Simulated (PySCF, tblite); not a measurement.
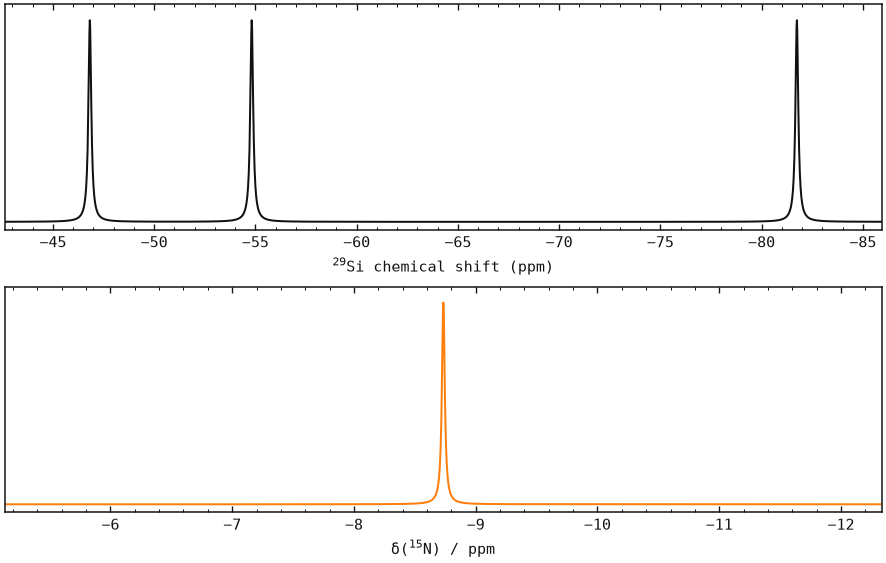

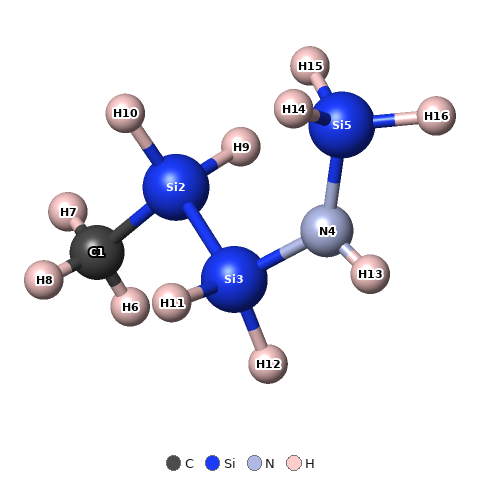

Spectrum and numbered structure of CH₁₁NSi₃, SMILES C[SiH2][SiH2]N[SiH3]. GIAO shifts, PBE0/pcSseg-1 with PySCF, at a GFN2-xTB geometry (a minimum by its frequencies), against TMS for ²⁹Si and NH₃ for ¹⁵N computed at the same level (¹⁵N: a single molecule, while the usual scales start at liquid NH₃ or nitromethane; multiply bonded nitrogen can come out tens of ppm too deshielded). Gas phase, fully decoupled, line heights follow the number of nuclei, widths are arbitrary (no quadrupolar broadening); values of one conformer, averaged over nuclei that symmetry, rotation about single bonds or inversion at nitrogen exchange, these motions taken as fast; other conformers aren't averaged in.

Assign the ²⁹Si signals to the numbered atoms.

Answer.
```tsv
δ (ppm)	nuclei	atoms
−46.8	1	Si3
−54.8	1	Si5
−81.7	1	Si2
```

Where does the ¹⁵N line lie?

Answer. At −8.7 ppm (N4).

Known limits of this run: the tight-binding geometry is rougher than a DFT one and adds to the error.
